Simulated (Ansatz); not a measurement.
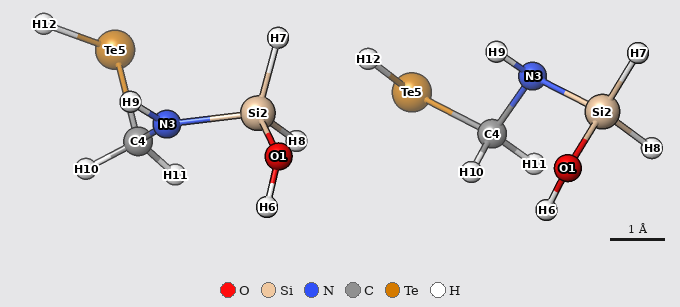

Two geometries of CH7NOSiTe, drawn at one scale. One is the start of a relaxation, the other its converged end. A ball-and-stick model, seen at a tilt.

Theory: RKS revPBE/def2-SVP in Ansatz 0.2.0. (no spin polarisation; force threshold 0.015 eV/Å; at most 40 steps)

> Which of the two is the end point?

The left one is the relaxed one. The run prepares an end point of a later path (torsion) calculation, from a guessed geometry. The atom that moves furthest after the best rigid fit is H6 (1.39 Å). By element the largest moves are H 1.39 Å, Te 1.16 Å, N 1.16 Å, O 1.03 Å, C 0.30 Å, Si 0.10 Å. Among the contacts that change: C4–Te5 2.072 → 2.297 Å, N3–C4 1.524 → 1.423 Å, Si2–H8 1.455 → 1.506 Å, C4–H11 1.153 → 1.107 Å. Bond angles that change, for instance: Si2–N3–C4 112.4° → 126.7°, Te5–C4–H11 111.8° → 101.4°, Te5–C4–H10 112.2° → 102.7°. Over 31 accepted moves (32 points after the start) the energy falls by 73.4 kJ/mol. Largest force component: 2.6 eV/Å at the start, 0.014 eV/Å at the end. The line search rejected the trial step at point 12 of the run. The run took 110 s on 2 threads of Arm Neoverse V1, on a shared host, peak memory 0.18 GiB.
